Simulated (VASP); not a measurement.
Band structure of H (relaxed from the fcc structure, space group Fm-3m). All values below come from PBEsol GGA, VASP's PBE PAW potentials (set 64) (plane waves; VASP).

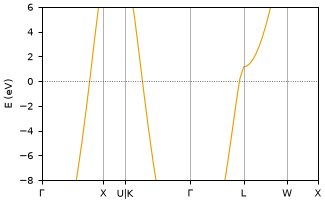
Figure: Bands along high-symmetry lines, zero at the valence-band maximum or, without a gap, the Fermi level

### Question
Read the plot: is there a gap, and where are the band edges?

### Answer
It has no gap at this level: it comes out as a metal or semimetal. (Edges off the drawn lines would not show.)

The structure was generated: H was put into the fcc type (Fm-3m), which need not be its known phase. It was relaxed first.
